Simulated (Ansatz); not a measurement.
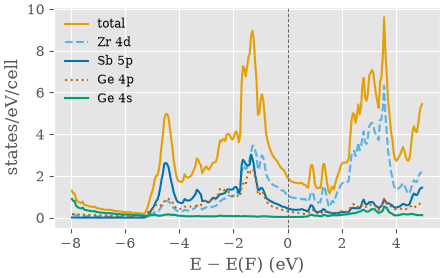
Figure: Total and projected density of states of ZrGeSb in space group P4/nmm (No. 129; Zr on 2c, Ge on 2a, Sb on 2c), plane-wave PAW r²SCAN (Ansatz code)

Task: Which orbitals carry the states next to the Fermi level?

Result: Within 0.5 eV of the Fermi level: Zr 4d 55 %, Sb 5p 23 %, Ge 4p 16 %. Projections are on Löwdin-orthogonalised atomic valence shells; empty p or d shells of many metals are not among them.

Task: Where is the tallest occupied peak in this window, and what makes it?

Result: Near -1.3 eV, about 9.0 states/eV per cell; the largest projected share is Zr 4d.

The workflow started from a Materials Project entry (that database holds measured and hypothetical structures alike); the Crystallography Open Database copy checked does not list it. Whether it is the stable phase at ambient conditions was not checked. The r²SCAN relaxation kept the symmetry of its start; whether a distortion lowers the energy is not shown. The run is not spin-polarised. Scalar-relativistic: spin–orbit coupling is off unless named, which matters more the heavier the elements.

Potentials: the later of the program's two PAW sets.
